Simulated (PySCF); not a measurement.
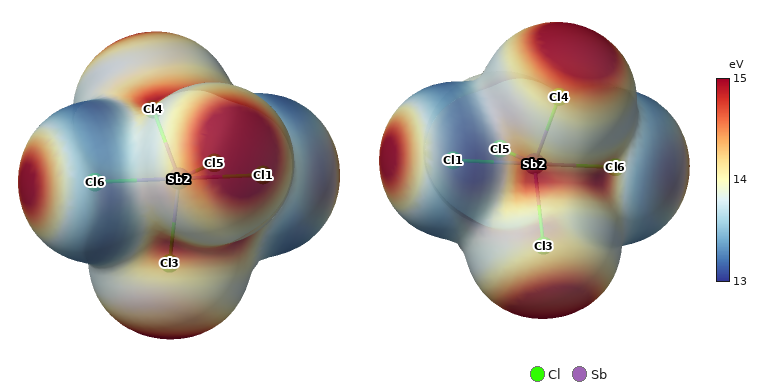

Figure 1: Cl$_{5}$Sb, SMILES `Cl[Sb](Cl)(Cl)(Cl)Cl`. Average local ionisation energy on the surface of electron density 0.001 a.u. (back view left, front view right).

PySCF calculation, ωB97X/def2-TZVP, gas phase; geometry: GFN2-xTB. Core potentials replace the inner electrons of Sb; spin–orbit coupling isn't included. No frequency check shows the geometry to be a minimum. GFN2-xTB bond lengths at metals and heavier atoms can be off by up to 0.1 Å and shapes distorted, which carries into these values.

The calculation's input:

```python
import numpy as np
from pyscf import gto, scf, dft
from pyscf.scf import atom_ks, atom_hf
from scipy.linalg import block_diag

def solve(mol, dm0=None, hcore=None):
    mf = (dft.UKS if mol.spin else dft.RKS)(mol, xc='wb97x')
    mf.grids.level = 3
    mf = mf.density_fit(auxbasis='def2-universal-jkfit')
    mf.conv_tol, mf.max_cycle = 1e-8, 80
    if hcore is not None:
        mf.get_hcore = lambda *args: hcore
    mf.kernel(dm0)
    if not mf.converged:
        mf = mf.newton().run(mf.mo_coeff, mf.mo_occ, max_cycle=30)
    assert mf.converged, 'SCF not converged'
    return mf

mol = gto.M(atom='''
Cl     2.39032    -0.00094     0.00058
Sb     0.00002    -0.00109    -0.00054
Cl    -0.00039    -2.27324    -0.60614
Cl     0.00164     1.66552    -1.66117
Cl    -0.00152     0.61174     2.27024
Cl    -2.39011     0.00018    -0.00190
''', basis='def2-tzvp', ecp={'Sb': 'def2-tzvp'}, charge=0, spin=0, verbose=4)
mf = solve(mol)
mf.analyze()
# spherically averaged free atoms, for the promolecule
atom_ks.AtomSphAverageRKS.init_guess_by_vsap = lambda self, mol=None: self.init_guess_by_minao(mol)  # core potentials
atm = atom_ks.get_atm_nrks(mol, xc='wb97x')
pro = block_diag(*[(atm[a[0]][2] * atm[a[0]][3]) @ atm[a[0]][2].T for a in mol._atom])
np.savez('result.npz', e=mf.e_tot, c=mf.mo_coeff, occ=mf.mo_occ, eps=mf.mo_energy, pro=pro, dip=mf.dip_moment(verbose=0), s2=mf.spin_square()[0])
```

Command:

```sh
OMP_NUM_THREADS=1 python input.py
```

The run took 63 s on 1 thread of Arm Neoverse V2, on a shared host, peak memory 1 GiB.

Partitions, critical points and surface values were worked out afterwards from this run's density.

Question: Locate the minima of the map.

Answer: The lowest value is 13.2 eV, 2.1 Å from Cl6, and at like points elsewhere. For comparison, the highest occupied orbital lies at −11.7 eV.
